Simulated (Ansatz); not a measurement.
**AlBrFH (SMILES [F][AlH][Br]): energies and forces away from the minimum**

How good are functionals off equilibrium? 2 randomly displaced structures are computed with CCSD(T) and cheaper methods.

Method: single points with forces in def2-TZVPP; program: Ansatz 0.2.0, Gaussian basis.

Levels: PBE-D4, r2SCAN-D4, PBE0-D4, wB97M-V, Hartree-Fock, MP2, CCSD, CCSD(T). Each coordinate is moved by a Gaussian draw of the width named (0.7 of it for atoms other than hydrogen): 0.06, 0.02 Å.

Cores are frozen in the correlated methods. Filled d shells of the heavier atoms are correlated.

13 further runs of the same task are left out: 13 set aside as unsound or not needed.

### 1 The system as given

The minimum, relaxed at PBE0-D4: SMILES `[F][AlH][Br]`, 4 atoms, charge 0, spin multiplicity 1.

Atoms are counted from 1 here; the program's logs count them from 0.

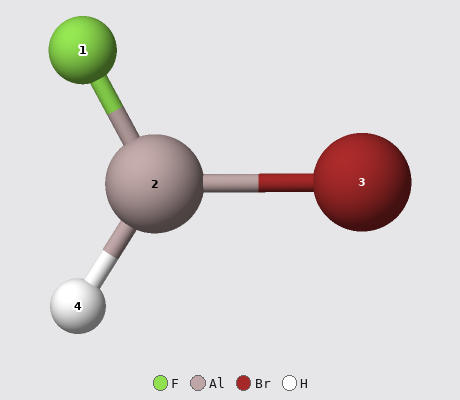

The starting geometry (fluorine green, aluminium light grey, bromine red, hydrogen white); atoms are numbered from 1 in the order of the file.

Coordinates:

```xyz
4

F     0.77911   -0.80507    1.28013
Al    0.13234    0.07618    0.05638
Br   -1.56656   -0.82270   -1.08798
H     0.71052    1.49128   -0.26882
```

Energies of the minimum (eV), from earlier single points: PBE-D4 -79364.74219, r2SCAN-D4 -79379.42590, PBE0-D4 -79367.82178, B3LYP-D4 -79383.19118, wB97M-V -79376.65646, CCSD(T) -79326.31490.

### 2 Structure 1, width 0.06 Å

File ccsdt-tzvpp/in.yaml:

```yaml
crystal:
  periodic: [false, false, false]
  atoms:
    - {symbol: F, position_ang: [0.782490, -0.743340, 1.243298]}
    - {symbol: Al, position_ang: [0.078362, 0.124729, 0.064660]}
    - {symbol: Br, position_ang: [-1.515120, -0.795061, -1.133635]}
    - {symbol: H, position_ang: [0.678510, 1.484685, -0.309974]}
basis:
  gaussian: {orbitals: def2-TZVPP}
correlation: {method: ccsd_t}
output: {forces: true}
```

No record of the launch command was kept for these runs.

Output:

```text
Functional definition: HF
  name "HF"
  cite "Fock, Z. Phys. 61, 126 (1930) doi:10.1007/BF01340294"
  parent pbe
  exchange = exact_x
  correlation = 0
863 factors; integrals over basis functions are off by at most 9.4e-4 eV
mean field evaluation 1: about -79307.1151 eV, gradient 3.1e1 eV
mean field evaluation 2: about -79307.2126 eV, gradient 3.2e1 eV
mean field evaluation 4: about -79309.1004 eV, gradient 1.7e0 eV
mean field evaluation 8: about -79309.1309 eV, gradient 1.7e-1 eV
mean field evaluation 16: about -79308.3347 eV, gradient 2.2e1 eV
mean field -79309.13102368 eV, -2914.5568074605 hartree, gradient 6.6e-6 eV, S^2 0.000000; 0 other end points of the search recorded, 0 dependent functions left out
15 core orbitals not correlated: weight in the atoms' cores, before any rotation towards them, 0.999 or more for the frozen orbitals, at most 0.001 for the correlated occupied ones
reference -79309.13102368 eV, -2914.5568074605 hartree; 14, 14 occupied and 106, 106 virtual orbitals, 863 factors
second order -16.30187142 eV of doubles, -0.00000000 eV of singles
cycle   1  -16.25001519 eV  change    5.2e-2 eV  update   7.9e-2
cycle   2  -16.58469537 eV  change   -3.3e-1 eV  update   2.3e-2
cycle   3  -16.65804141 eV  change   -7.3e-2 eV  update   1.2e-2
cycle   4  -16.64538018 eV  change    1.3e-2 eV  update   2.8e-3
cycle   5  -16.64416739 eV  change    1.2e-3 eV  update   1.2e-3
cycle   6  -16.64488353 eV  change   -7.2e-4 eV  update   3.4e-4
cycle   7  -16.64468335 eV  change    2.0e-4 eV  update   1.1e-4
cycle   8  -16.64463956 eV  change    4.4e-5 eV  update   3.1e-5
cycle   9  -16.64465616 eV  change   -1.7e-5 eV  update   1.2e-5
cycle  10  -16.64465724 eV  change   -1.1e-6 eV  update   3.8e-6
perturbative correction -0.49822081 eV, -0.0183092771 hartree
the calculation of the forces begins
working
Total energy: -79326.27390173 eV, -2915.1867966089 hartree
Atom 0 at     0.782490    -0.743340     1.243298 Å, force     0.167809    -0.321910     0.532380 eV/Å
Atom 1 at     0.078362     0.124729     0.064660 Å, force     0.362152     0.199990    -0.188834 eV/Å
Atom 2 at    -1.515120    -0.795061    -1.133635 Å, force    -0.604232    -0.302966    -0.330650 eV/Å
Atom 3 at     0.678510     1.484685    -0.309974 Å, force     0.074270     0.424887    -0.012897 eV/Å
Dipole moment:    -0.039779     0.211716    -0.048523 e Å
```

It took 79 s on 2 threads, shared host; peak memory 1.1 GiB.

The other levels were run on the same coordinates; their logs were not kept, and their results stand in the tables.

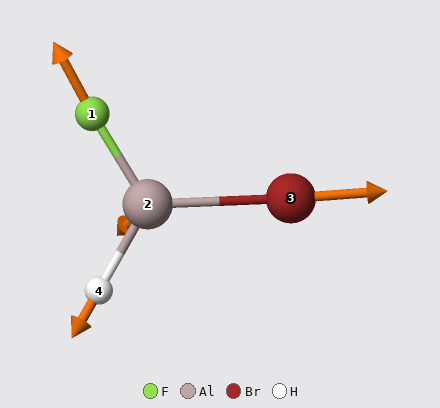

Forces at CCSD(T); the longest arrow is 0.75 eV/Å.

| method | RMS force component (eV/Å) | RMS error against CCSD(T) (eV/Å) | angle to CCSD(T) forces (°) | dipole (D) |
| --- | --- | --- | --- | --- |
| PBE-D4 | 0.468 | 0.173 | 16.6 | 1.03 |
| r2SCAN-D4 | 0.314 | 0.037 | 4.8 | 1.04 |
| PBE0-D4 | 0.302 | 0.057 | 7.8 | 1.11 |
| wB97M-V | 0.322 | 0.064 | 10.7 | 1.09 |
| CCSD(T) | 0.338 | reference | reference | 1.06 |

### 3 Structure 2, width 0.02 Å

File ccsdt-tzvpp/in.yaml:

```yaml
crystal:
  periodic: [false, false, false]
  atoms:
    - {symbol: F, position_ang: [0.761846, -0.818559, 1.266780]}
    - {symbol: Al, position_ang: [0.122456, 0.076247, 0.076221]}
    - {symbol: Br, position_ang: [-1.577548, -0.808570, -1.104257]}
    - {symbol: H, position_ang: [0.697136, 1.518801, -0.277983]}
basis:
  gaussian: {orbitals: def2-TZVPP}
correlation: {method: ccsd_t}
output: {forces: true}
```

Output:

```text
[... 6 set-up lines as earlier in the session ...]
863 factors; integrals over basis functions are off by at most 7.6e-4 eV
mean field evaluation 1: about -79307.1117 eV, gradient 3.1e1 eV
mean field evaluation 2: about -79307.2032 eV, gradient 3.2e1 eV
mean field evaluation 4: about -79309.1235 eV, gradient 1.7e0 eV
mean field evaluation 8: about -79309.1552 eV, gradient 1.8e-1 eV
mean field evaluation 16: about -79308.3594 eV, gradient 2.2e1 eV
mean field -79309.15527038 eV, -2914.5576985101 hartree, gradient 7.2e-6 eV, S^2 0.000000; 0 other end points of the search recorded, 0 dependent functions left out
15 core orbitals not correlated: weight in the atoms' cores, before any rotation towards them, 1.000 or more for the frozen orbitals, at most 0.000 for the correlated occupied ones
reference -79309.15527038 eV, -2914.5576985101 hartree; 14, 14 occupied and 106, 106 virtual orbitals, 863 factors
second order -16.29277844 eV of doubles, -0.00000000 eV of singles
cycle   1  -16.24220120 eV  change    5.1e-2 eV  update   8.0e-2
cycle   2  -16.58047256 eV  change   -3.4e-1 eV  update   2.3e-2
cycle   3  -16.65525219 eV  change   -7.5e-2 eV  update   1.2e-2
cycle   4  -16.64219983 eV  change    1.3e-2 eV  update   2.9e-3
cycle   5  -16.64098056 eV  change    1.2e-3 eV  update   1.2e-3
cycle   6  -16.64170557 eV  change   -7.3e-4 eV  update   3.5e-4
cycle   7  -16.64149053 eV  change    2.2e-4 eV  update   1.1e-4
cycle   8  -16.64144774 eV  change    4.3e-5 eV  update   3.1e-5
cycle   9  -16.64146346 eV  change   -1.6e-5 eV  update   1.2e-5
cycle  10  -16.64146415 eV  change   -6.9e-7 eV  update   3.7e-6
perturbative correction -0.50039315 eV, -0.0183891092 hartree
the calculation of the forces begins
working
Total energy: -79326.29712768 eV, -2915.1876501468 hartree
Atom 0 at     0.761846    -0.818559     1.266780 Å, force     0.278363    -0.338419     0.519986 eV/Å
Atom 1 at     0.122456     0.076247     0.076221 Å, force    -0.206764     0.722933    -0.759395 eV/Å
Atom 2 at    -1.577548    -0.808570    -1.104257 Å, force     0.081466     0.045989     0.079397 eV/Å
Atom 3 at     0.697136     1.518801    -0.277983 Å, force    -0.153064    -0.430503     0.160012 eV/Å
Dipole moment:     0.058134     0.207820    -0.049417 e Å
```

Wall time 88 s (2 threads, shared host); peak memory 1.1 GiB.

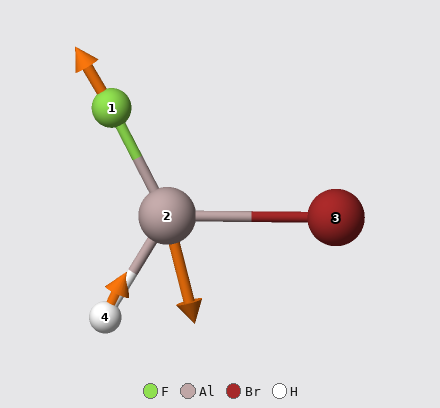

Forces at CCSD(T); the longest arrow is 1.07 eV/Å.

| method | RMS force component (eV/Å) | RMS error against CCSD(T) (eV/Å) | angle to CCSD(T) forces (°) | dipole (D) |
| --- | --- | --- | --- | --- |
| PBE-D4 | 0.512 | 0.174 | 16.4 | 1.02 |
| r2SCAN-D4 | 0.377 | 0.027 | 3.1 | 1.04 |
| PBE0-D4 | 0.350 | 0.052 | 4.3 | 1.12 |
| wB97M-V | 0.441 | 0.056 | 4.0 | 1.11 |
| CCSD(T) | 0.393 | reference | reference | 1.06 |

### 4 All structures together

Energy above the minimum (kJ/mol):

| structure | width (Å) | PBE-D4 | r2SCAN-D4 | PBE0-D4 | wB97M-V | Hartree-Fock | MP2 | CCSD | CCSD(T) |
| --- | --- | --- | --- | --- | --- | --- | --- | --- | --- |
| 1 | 0.06 | 5.7 | 3.7 | 3.6 | 3.3 | 2.9 | 3.7 | 3.6 | 4.0 |
| 2 | 0.02 | 1.8 | 1.6 | 1.5 | 2.2 | 0.6 | 2.2 | 1.6 | 1.7 |

Miss and cost, level by level (times from a shared host):

| method | mean energy error from CCSD(T) (kJ/mol) | mean time a point |
| --- | --- | --- |
| PBE-D4 | 0.9 | 1.2 s |
| r2SCAN-D4 | 0.2 | 2.4 s |
| PBE0-D4 | 0.3 | 1.9 s |
| wB97M-V | 0.6 | 5.8 s |
| Hartree-Fock | 1.1 | part of the CCSD(T) run |
| MP2 | 0.4 | part of the CCSD(T) run |
| CCSD | 0.2 | part of the CCSD(T) run |
| CCSD(T) | 0 | 84 s |

For cost: r2SCAN-D4 comes within 0.2 kJ/mol at 2.4 s a point, where CCSD(T) needs 84 s.

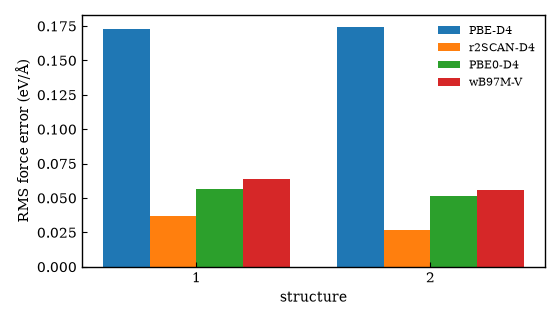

Force errors against CCSD(T).

### 5 Outcome

```
                         quantity                                                                                            value
energy above the minimum, CCSD(T)                                                                                  4.0, 1.7 kJ/mol
                mean energy error  PBE-D4 0.9, r2SCAN-D4 0.2, PBE0-D4 0.3, wB97M-V 0.6, Hartree-Fock 1.1, MP2 0.4, CCSD 0.2 kJ/mol
             mean RMS force error                                 PBE-D4 0.174, r2SCAN-D4 0.032, PBE0-D4 0.054, wB97M-V 0.060 eV/Å
            largest T1 diagnostic                                                                                            0.009
```

In words: r2SCAN-D4 gives the best energies and Hartree-Fock the worst. For forces r2SCAN-D4 is best, off by 9 % of the typical force, and PBE-D4 worst (48 %); with few structures and a triple-zeta reference, gaps of a few points rank nothing.
